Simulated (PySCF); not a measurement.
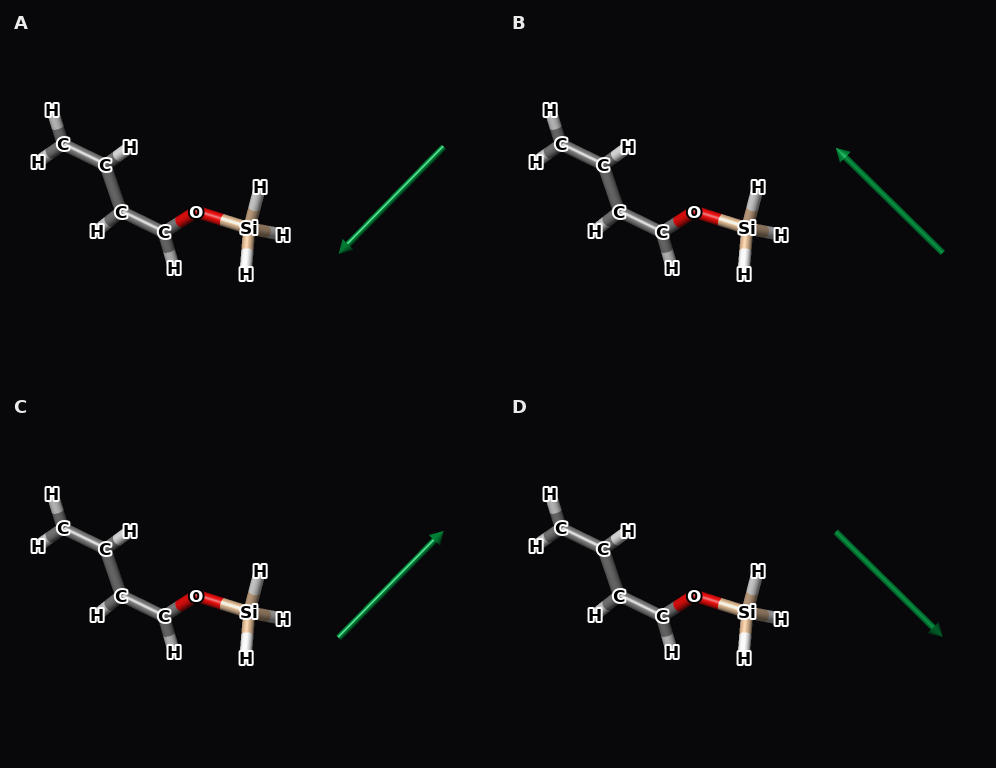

The same molecule four times, each with an arrow. Computed geometry: GFN2-xTB optimisation. No frequency run is at hand to confirm it as a minimum. Level of theory: PBE0/def2-SVPD, gas phase (PySCF 2.14.0).

Which arrow points along the dipole moment, from the negative to the positive end?

D. The dipole moment is 1.35 D.

The geometry is semi-empirical. Around Si such bond lengths and angles can be off by a tenth of an ångström or more and by several degrees, and values that hang on the shape move with them.
